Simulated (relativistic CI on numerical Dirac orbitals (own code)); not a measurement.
# Si³⁺: one ion under different settings

How much do the settings matter for Si³⁺? One ion, several inputs.

Program: relativistic CI on numerical Dirac orbitals (own code) version 3. Level of theory: Dirac-Coulomb-Breit CI, KLI orbitals optimised for each configuration, model QED (radiative potential, 1s self-energy scaled to tabulated hydrogen-like ionisation energies), numerical settings as typed. These are calculated values, not measurements, unless marked.

## (1) What is computed

* ion: Si³⁺ (Si IV)
* nuclear charge: 14
* electrons: 11
* isotope: A = 28

## (2) The usual input

Settings of the run:

```ini
atom Si  Z=14  charge=3  electrons=11
nucleus A=28  rms_radius_fm=3.1224
hamiltonian dirac-coulomb  breit=on  qed=on  c_scale=1
orbitals kli  potential=per-configuration
slater_scale 1
correlation none
mixing on
grid step=0.0125 r_max=37.3
scf mixing=0.4 start=green max_iterations=150 tolerance=2e-08 node_fill=0.05
configurations
  [Ne] 3s
  [Ne] 3p
  [Ne] 3d
  [Ne] 4s
  [Ne] 4p
end
```

Run with:

```bash
$ python run_levels.py task.json out
```

The settings of every run stand in task.json; they run in order.

The program writes no log. Results of the run, from its result record (rounded, main fields):

```text
status: converged
levels [i, E_cm, J2, conf, term, w_term, w_jj]:
  - [0, 0, 1, "3s", "2S", 1, 1]
  - [1, 70601.995, 1, "3p", "2P*", 1, 1]
  - [2, 71045.23, 3, "3p", "2P*", 1, 1]
  - [3, 158874.22, 5, "3d", "2D", 1, 1]
  - [4, 158882.18, 3, "3d", "2D", 1, 1]
  - [5, 191595.98, 1, "4s", "2S", 1, 1]
  - [6, 215775.1, 1, "4p", "2P*", 1, 1]
  - [7, 215927.86, 3, "4p", "2P*", 1, 1]
total_energy [Ha]: -287.35237331
n_levels_all: 8
overlap: 8.93947e-12
scf_iterations: [10, 11, 11, 12, 12]
orbital_energies [Ha]: {"1s": -67.1657, "2s": -6.75652, "2p1/2": -5.1445, "2p3/2": -5.12062, "3s": -1.63909}
configurations [conf, odd, states, E_av_Ha, breit_Ha, qed_Ha]:
  - ["3s", 0, 2, -287.4426854, 0.05455, 0.03577]
  - ["3p", 1, 6, -287.1194751, 0.05452, 0.03562]
  - ["3d", 0, 10, -286.7184418, 0.05435, 0.03563]
  - ["4s", 0, 2, -286.5694835, 0.05442, 0.03568]
  - ["4p", 1, 6, -286.4587945, 0.05442, 0.03563]
scf_steps of the first configuration [iteration, E_Ha, residual, outer_eigenvalue_Ha]:
  - [1, -283.2079034, 1.56, -2.403]
  - [2, -286.4903757, 0.737, -1.985]
  - [3, -287.4303598, 0.0541, -1.67]
  - [4, -287.4395565, 0.0455, -1.667]
  - [5, -287.4426836, 0.00075, -1.639]
  - [6, -287.4426826, 0.000396, -1.639]
  - [7, -287.4426854, 1.09e-05, -1.639]
  - [8, -287.4426854, 2.69e-06, -1.639]
  - [9, -287.4426854, 7.69e-07, -1.639]
  - [10, -287.4426854, 7.52e-09, -1.639]
```

Wall time 0.1 s (1 thread of Neoverse-V2, shared host).

## (3) Iteration limit 30, QED terms off, start potential thomas-fermi

Settings of the run:

```ini
atom Si  Z=14  charge=3  electrons=11
nucleus A=28  rms_radius_fm=3.1224
hamiltonian dirac-coulomb  breit=on  qed=off  c_scale=1
orbitals kli  potential=per-configuration
slater_scale 1
correlation none
mixing on
grid step=0.0125 r_max=37.3
scf mixing=0.4 start=thomas-fermi max_iterations=30 tolerance=2e-08 node_fill=0.05
configurations
  [Ne] 3s
  [Ne] 3p
  [Ne] 3d
  [Ne] 4s
  [Ne] 4p
end
```

Results of the run:

```text
status: converged
levels [i, E_cm, J2, conf, term, w_term]:
  - [0, 0, 1, "3s", "2S", 1]
  - [1, 70633.973, 1, "3p", "2P*", 1]
  - [2, 71075.939, 3, "3p", "2P*", 1]
  - [3, 158903.34, 5, "3d", "2D", 1]
  - [4, 158911.42, 3, "3d", "2D", 1]
  - [5, 191614.58, 1, "4s", "2S", 1]
  - [6, 215805.03, 1, "4p", "2P*", 1]
  - [7, 215957.3, 3, "4p", "2P*", 1]
total_energy [Ha]: -287.38813894
n_levels_all: 8
overlap: 8.94004e-12
scf_iterations: [11, 10, 10, 11, 12]
orbital_energies [Ha]: {"1s": -67.1657, "2s": -6.75652, "2p1/2": -5.1445, "2p3/2": -5.12062, "3s": -1.63909}
configurations [conf, odd, states, E_av_Ha, breit_Ha, qed_Ha]:
  - ["3s", 0, 2, -287.4426854, 0.05455, 0]
  - ["3p", 1, 6, -287.1194751, 0.05452, 0]
  - ["3d", 0, 10, -286.7184418, 0.05435, 0]
  - ["4s", 0, 2, -286.5694835, 0.05442, 0]
  - ["4p", 1, 6, -286.4587945, 0.05442, 0]
scf_steps of the first configuration [iteration, E_Ha, residual, outer_eigenvalue_Ha]:
  - [1, -284.9174219, 0.95, -1.495]
  - [2, -287.217694, 0.316, -1.608]
  - [3, -287.4339576, 0.0487, -1.646]
  - [4, -287.4414718, 0.0236, -1.646]
  - [5, -287.4426842, 0.00269, -1.64]
  - [6, -287.4426846, 0.000609, -1.639]
  - [7, -287.4426858, 6.17e-05, -1.639]
  - [8, -287.4426854, 3.77e-06, -1.639]
  - [9, -287.4426854, 1.13e-06, -1.639]
  - [10, -287.4426854, 3.23e-08, -1.639]
  - [11, -287.4426854, 1.61e-09, -1.639]
```

It took 0.073 s on 1 thread of Neoverse-V2, shared host.

## (4) QED terms off

Changes to the settings of step 3:

```diff
@@ -8,3 +8,3 @@
 grid step=0.0125 r_max=37.3
-scf mixing=0.4 start=thomas-fermi max_iterations=30 tolerance=2e-08 node_fill=0.05
+scf mixing=0.4 start=green max_iterations=150 tolerance=2e-08 node_fill=0.05
 configurations
```

Results of the run:

```text
status: converged
levels [i, E_cm, J2, conf, term, w_term]:
  - [0, 0, 1, "3s", "2S", 1]
  - [1, 70633.973, 1, "3p", "2P*", 1]
  - [2, 71075.939, 3, "3p", "2P*", 1]
  - [3, 158903.34, 5, "3d", "2D", 1]
  - [4, 158911.42, 3, "3d", "2D", 1]
  - [5, 191614.58, 1, "4s", "2S", 1]
  - [6, 215805.03, 1, "4p", "2P*", 1]
  - [7, 215957.3, 3, "4p", "2P*", 1]
total_energy [Ha]: -287.38813894
n_levels_all: 8
overlap: 8.93947e-12
scf_iterations: [10, 11, 11, 12, 12]
orbital_energies [Ha]: {"1s": -67.1657, "2s": -6.75652, "2p1/2": -5.1445, "2p3/2": -5.12062, "3s": -1.63909}
configurations [conf, odd, states, E_av_Ha, breit_Ha, qed_Ha]:
  - ["3s", 0, 2, -287.4426854, 0.05455, 0]
  - ["3p", 1, 6, -287.1194751, 0.05452, 0]
  - ["3d", 0, 10, -286.7184418, 0.05435, 0]
  - ["4s", 0, 2, -286.5694835, 0.05442, 0]
  - ["4p", 1, 6, -286.4587945, 0.05442, 0]
scf_steps of the first configuration [iteration, E_Ha, residual, outer_eigenvalue_Ha]:
  - [1, -283.2079034, 1.56, -2.403]
  - [2, -286.4903757, 0.737, -1.985]
  - [3, -287.4303598, 0.0541, -1.67]
  - [4, -287.4395565, 0.0455, -1.667]
  - [5, -287.4426836, 0.00075, -1.639]
  - [6, -287.4426826, 0.000396, -1.639]
  - [7, -287.4426854, 1.09e-05, -1.639]
  - [8, -287.4426854, 2.69e-06, -1.639]
  - [9, -287.4426854, 7.69e-07, -1.639]
  - [10, -287.4426854, 7.52e-09, -1.639]
```

Wall time 0.075 s (1 thread of Neoverse-V2, shared host).

## (5) QED terms off, start potential bare

Changes to the settings of step 4:

```diff
@@ -8,3 +8,3 @@
 grid step=0.0125 r_max=37.3
-scf mixing=0.4 start=green max_iterations=150 tolerance=2e-08 node_fill=0.05
+scf mixing=0.4 start=bare max_iterations=150 tolerance=2e-08 node_fill=0.05
 configurations
```

Results of the run:

```text
status: converged
levels [i, E_cm, J2, conf, term, w_term]:
  - [0, 0, 1, "3s", "2S", 1]
  - [1, 70633.973, 1, "3p", "2P*", 1]
  - [2, 71075.939, 3, "3p", "2P*", 1]
  - [3, 158903.34, 5, "3d", "2D", 1]
  - [4, 158911.42, 3, "3d", "2D", 1]
  - [5, 191614.58, 1, "4s", "2S", 1]
  - [6, 215805.03, 1, "4p", "2P*", 1]
  - [7, 215957.3, 3, "4p", "2P*", 1]
total_energy [Ha]: -287.38813894
n_levels_all: 8
overlap: 8.93878e-12
scf_iterations: [12, 12, 12, 13, 13]
orbital_energies [Ha]: {"1s": -67.1657, "2s": -6.75652, "2p1/2": -5.1445, "2p3/2": -5.12062, "3s": -1.63909}
configurations [conf, odd, states, E_av_Ha, breit_Ha, qed_Ha]:
  - ["3s", 0, 2, -287.4426854, 0.05455, 0]
  - ["3p", 1, 6, -287.1194751, 0.05452, 0]
  - ["3d", 0, 10, -286.7184418, 0.05435, 0]
  - ["4s", 0, 2, -286.5694835, 0.05442, 0]
  - ["4p", 1, 6, -286.4587945, 0.05442, 0]
scf_steps of the first configuration [iteration, E_Ha, residual, outer_eigenvalue_Ha]:
  - [1, -268.4962725, 4.17, -10.92]
  - [2, -281.3758745, 2.54, -6.43]
  - [3, -286.3683445, 0.583, -1.708]
  - [4, -287.427958, 0.158, -1.859]
  - [5, -287.440661, 0.033, -1.65]
  - [6, -287.442626, 0.00225, -1.641]
  - [7, -287.4426855, 0.00133, -1.639]
  - [8, -287.4426854, 0.000245, -1.639]
  - [9, -287.4426854, 1.2e-05, -1.639]
  - [10, -287.4426854, 1.7e-06, -1.639]
  - [11, -287.4426854, 7.68e-08, -1.639]
  - [12, -287.4426854, 1.19e-09, -1.639]
```

Run time: 0.087 s. Hardware: 1 thread of Neoverse-V2, shared host.

## (6) Tolerance 1e-14

Settings of the run:

```ini
atom Si  Z=14  charge=3  electrons=11
nucleus A=28  rms_radius_fm=3.1224
hamiltonian dirac-coulomb  breit=on  qed=on  c_scale=1
orbitals kli  potential=per-configuration
slater_scale 1
correlation none
mixing on
grid step=0.0125 r_max=37.3
scf mixing=0.4 start=green max_iterations=59 tolerance=1e-14 node_fill=0.05
configurations
  [Ne] 3s
  [Ne] 3p
  [Ne] 3d
  [Ne] 4s
  [Ne] 4p
end
```

Results of the run:

```text
status: converged
levels [i, E_cm, J2, conf, term, w_term]:
  - [0, 0, 1, "3s", "2S", 1]
  - [1, 70601.995, 1, "3p", "2P*", 1]
  - [2, 71045.23, 3, "3p", "2P*", 1]
  - [3, 158874.22, 5, "3d", "2D", 1]
  - [4, 158882.18, 3, "3d", "2D", 1]
  - [5, 191595.98, 1, "4s", "2S", 1]
  - [6, 215775.1, 1, "4p", "2P*", 1]
  - [7, 215927.86, 3, "4p", "2P*", 1]
total_energy [Ha]: -287.35237331
n_levels_all: 8
overlap: 8.94038e-12
scf_iterations: [26, 20, 22, 21, 24]
orbital_energies [Ha]: {"1s": -67.1657, "2s": -6.75652, "2p1/2": -5.1445, "2p3/2": -5.12062, "3s": -1.63909}
configurations [conf, odd, states, E_av_Ha, breit_Ha, qed_Ha]:
  - ["3s", 0, 2, -287.4426854, 0.05455, 0.03577]
  - ["3p", 1, 6, -287.1194751, 0.05452, 0.03562]
  - ["3d", 0, 10, -286.7184418, 0.05435, 0.03563]
  - ["4s", 0, 2, -286.5694835, 0.05442, 0.03568]
  - ["4p", 1, 6, -286.4587945, 0.05442, 0.03563]
scf_steps of the first configuration [iteration, E_Ha, residual, outer_eigenvalue_Ha]:
  - [1, -283.2079034, 1.56, -2.403]
  - [2, -286.4903757, 0.737, -1.985]
  - [3, -287.4303598, 0.0541, -1.67]
  - [4, -287.4395565, 0.0455, -1.667]
  - [5, -287.4426836, 0.00075, -1.639]
  - [6, -287.4426826, 0.000396, -1.639]
  - [7, -287.4426854, 1.09e-05, -1.639]
  - [8, -287.4426854, 2.69e-06, -1.639]
  - [9, -287.4426854, 7.69e-07, -1.639]
  - [10, -287.4426854, 7.52e-09, -1.639]
  - ["...", "...", "...", "..."]
  - [17, -287.4426854, 3.14e-13, -1.639]
  - [18, -287.4426854, 2.67e-13, -1.639]
  - [19, -287.4426854, 1.97e-13, -1.639]
  - [20, -287.4426854, 2e-13, -1.639]
  - [21, -287.4426854, 1.68e-13, -1.639]
  - [22, -287.4426854, 1.69e-13, -1.639]
  - [23, -287.4426854, 8.12e-14, -1.639]
  - [24, -287.4426854, 7.12e-14, -1.639]
  - [25, -287.4426854, 1.11e-14, -1.639]
  - [26, -287.4426854, 3.21e-15, -1.639]
```

Wall time 0.12 s (1 thread of Neoverse-V2, shared host).

The value lies outside the usual range, yet the result is unchanged in this case.

## (7) Speed-of-light factor 0.2

Settings of the run:

```ini
atom Si  Z=14  charge=3  electrons=11
nucleus A=28  rms_radius_fm=3.1224
hamiltonian dirac-coulomb  breit=on  qed=on  c_scale=0.2
orbitals kli  potential=per-configuration
slater_scale 1
correlation none
mixing on
grid step=0.0125 r_max=37.3
scf mixing=0.4 start=green max_iterations=70 tolerance=2e-08 node_fill=0.05
configurations
  [Ne] 3s
  [Ne] 3p
  [Ne] 3d
  [Ne] 4s
  [Ne] 4p
end
```

Results of the run:

```text
status: converged
levels [i, E_cm, J2, conf, term, w_term]:
  - [0, 0, 1, "3s", "2S", 0.9999]
  - [1, 80665.07, 1, "3p", "2P*", 0.9998]
  - [2, 92962.98, 3, "3p", "2P*", 1]
  - [3, 179021.83, 5, "3d", "2D", 1]
  - [4, 179243.02, 3, "3d", "2D", 1]
  - [5, 205018.96, 1, "4s", "2S", 0.9999]
  - [6, 232140.79, 1, "4p", "2P*", 0.9998]
  - [7, 236337.65, 3, "4p", "2P*", 1]
total_energy [Ha]: -303.14538367
n_levels_all: 8
overlap: 7.95073e-12
scf_iterations: [10, 11, 11, 12, 12]
orbital_energies [Ha]: {"1s": -71.8003, "2s": -7.47903, "2p1/2": -5.5807, "2p3/2": -4.90181, "3s": -1.73507}
configurations [conf, odd, states, E_av_Ha, breit_Ha, qed_Ha]:
  - ["3s", 0, 2, -304.7225584, 1.47, 0.1069]
  - ["3p", 1, 6, -304.3159516, 1.469, 0.1064]
  - ["3d", 0, 10, -303.9005897, 1.465, 0.1065]
  - ["4s", 0, 2, -303.7846104, 1.467, 0.1066]
  - ["4p", 1, 6, -303.6479051, 1.466, 0.1065]
scf_steps of the first configuration [iteration, E_Ha, residual, outer_eigenvalue_Ha]:
  - [1, -298.8157831, 1.88, -2.687]
  - [2, -303.4373586, 0.875, -2.154]
  - [3, -304.7036643, 0.0728, -1.771]
  - [4, -304.7180222, 0.0551, -1.772]
  - [5, -304.7225603, 0.000615, -1.735]
  - [6, -304.722557, 0.000456, -1.735]
  - [7, -304.7225583, 1.39e-05, -1.735]
  - [8, -304.7225584, 7.04e-06, -1.735]
  - [9, -304.7225584, 6.38e-07, -1.735]
  - [10, -304.7225584, 1.28e-08, -1.735]
```

Wall time 0.1 s (1 thread of Neoverse-V2, shared host).

A bad setting: its result is shown only for the comparison.

A changed speed of light describes a fictitious ion. The QED potentials keep the true α.

## (8) Comparison

| setting | total energy less usual (Ha) | largest shift of a level among the lowest eight of both runs, same label and place (cm⁻¹) | SCF iterations | time | lowest level | kind of change |
| --- | --- | --- | --- | --- | --- | --- |
| usual | 0 | 0 | 56 | 0.1 s | 3s 2S1/2 | - |
| iteration limit 30, QED terms off, start potential thomas-fermi | -0.0358 | 32.0 | 54 | 0.073 s | 3s 2S1/2 | model term |
| QED terms off | -0.0358 | 32.0 | 56 | 0.075 s | 3s 2S1/2 | model term |
| QED terms off, start potential bare | -0.0358 | 32.0 | 62 | 0.087 s | 3s 2S1/2 | model term |
| tolerance 1e-14 | 0 | 0 | 113 | 0.12 s | 3s 2S1/2 | extreme, harmless here |
| speed-of-light factor 0.2 | -15.8 | 21900 | 56 | 0.1 s | 3s 2S1/2 | unsound |

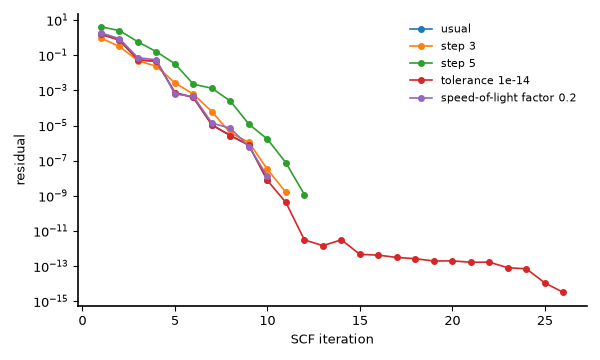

Residual of the first configuration's SCF.

## (9) Summary of results

```
                    quantity         value
lowest level, usual settings      3s 2S1/2
                total energy  -287.3524 Ha
            first excitation    70602 cm⁻¹
```

What this shows: Among the runs whose levels can be followed, they move most under «speed-of-light factor 0.2» (unsound), by up to 21900 cm⁻¹. No visible change in the result comes from «tolerance 1e-14». «Tolerance 1e-14» costs 113 SCF iterations against 56. Only the listed configurations are in the model. Near neutrality, missing correlation can shift configurations against each other by thousands of cm⁻¹.
